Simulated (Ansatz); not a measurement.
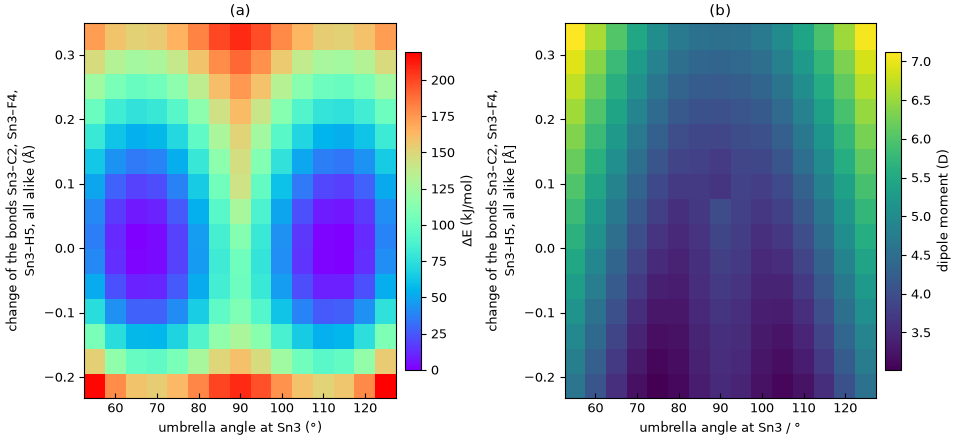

CHFNSn, SMILES N#[C][SnH][F], spin multiplicity 2. Coordinates scanned: (1) umbrella angle at Sn3 (between each of its bonds and their common axis; 90 is planar); (2) change of the bonds Sn3–C2, Sn3–F4, Sn3–H5, all alike. Nothing is relaxed (all other coordinates rigid). Grid: 15 × 15 points. Points are written as (first, second). All energies are given in kJ/mol relative to the lowest grid point. Level of theory: UKS PBE0-D4/def2-SVP in Ansatz 0.2.0.

Panel (a) is the energy; panel (b) is the computed dipole moment, in D.

The picture shows one coloured cell a grid point.

> How does the dipole moment vary over the map, and what is it at the lowest grid point?

Leaving out the highest fifth of the energies, it runs from 3.09 D at (75.0°, −0.174 Å) to 6.92 D at (55.1°, 0.290 Å). At the lowest grid point, (114.9°, 0.019 Å), it is 4.47 D.

| second ↓, first → | 55.1 | 60.1 | 65.1 | 70.0 | 75.0 | 80.0 | 85.0 | 90.0 | 95.0 | 100.0 | 105.0 | 110.0 | 114.9 | 119.9 | 124.9 |
| --- | --- | --- | --- | --- | --- | --- | --- | --- | --- | --- | --- | --- | --- | --- | --- |
| 0.329 | 7.13 | 6.58 | 6.01 | 5.47 | 5.02 | 4.70 | 4.55 | 4.52 | 4.55 | 4.69 | 4.98 | 5.42 | 5.95 | 6.52 | 7.07 |
| 0.290 | 6.92 | 6.38 | 5.80 | 5.27 | 4.82 | 4.51 | 4.37 | 4.35 | 4.38 | 4.50 | 4.79 | 5.22 | 5.74 | 6.32 | 6.86 |
| 0.252 | 6.73 | 6.19 | 5.61 | 5.07 | 4.63 | 4.33 | 4.20 | 4.18 | 4.23 | 4.33 | 4.60 | 5.03 | 5.55 | 6.12 | 6.67 |
| 0.213 | 6.54 | 5.99 | 5.41 | 4.88 | 4.44 | 4.15 | 4.04 | 4.02 | 4.09 | 4.17 | 4.42 | 4.84 | 5.36 | 5.93 | 6.47 |
| 0.174 | 6.35 | 5.80 | 5.22 | 4.69 | 4.26 | 3.99 | 3.90 | 3.87 | 3.97 | 4.02 | 4.25 | 4.66 | 5.17 | 5.74 | 6.28 |
| 0.136 | 6.17 | 5.62 | 5.04 | 4.51 | 4.09 | 3.84 | 3.79 | 3.73 | 3.88 | 3.89 | 4.09 | 4.49 | 4.99 | 5.56 | 6.10 |
| 0.097 | 5.99 | 5.44 | 4.86 | 4.34 | 3.92 | 3.71 | 3.72 | 3.66 | 3.83 | 3.77 | 3.94 | 4.31 | 4.81 | 5.38 | 5.92 |
| 0.058 | 5.81 | 5.26 | 4.68 | 4.17 | 3.77 | 3.59 | 3.68 | 3.95 | 3.79 | 3.66 | 3.80 | 4.15 | 4.64 | 5.20 | 5.74 |
| 0.019 | 5.64 | 5.08 | 4.51 | 4.00 | 3.63 | 3.49 | 3.64 | 3.86 | 3.75 | 3.57 | 3.66 | 3.99 | 4.47 | 5.02 | 5.57 |
| −0.019 | 5.47 | 4.91 | 4.34 | 3.85 | 3.50 | 3.41 | 3.59 | 3.79 | 3.69 | 3.49 | 3.54 | 3.84 | 4.30 | 4.85 | 5.40 |
| −0.058 | 5.29 | 4.74 | 4.17 | 3.70 | 3.38 | 3.33 | 3.53 | 3.71 | 3.63 | 3.42 | 3.43 | 3.70 | 4.14 | 4.68 | 5.22 |
| −0.097 | 5.12 | 4.57 | 4.01 | 3.56 | 3.27 | 3.26 | 3.48 | 3.65 | 3.57 | 3.35 | 3.33 | 3.57 | 3.99 | 4.51 | 5.05 |
| −0.136 | 4.95 | 4.40 | 3.86 | 3.42 | 3.18 | 3.20 | 3.43 | 3.59 | 3.52 | 3.30 | 3.24 | 3.44 | 3.84 | 4.35 | 4.88 |
| −0.174 | 4.78 | 4.24 | 3.71 | 3.30 | 3.09 | 3.15 | 3.39 | 3.54 | 3.47 | 3.25 | 3.16 | 3.33 | 3.70 | 4.19 | 4.71 |
| −0.213 | 4.61 | 4.08 | 3.57 | 3.19 | 3.02 | 3.11 | 3.35 | 3.50 | 3.43 | 3.21 | 3.09 | 3.22 | 3.56 | 4.04 | 4.54 |
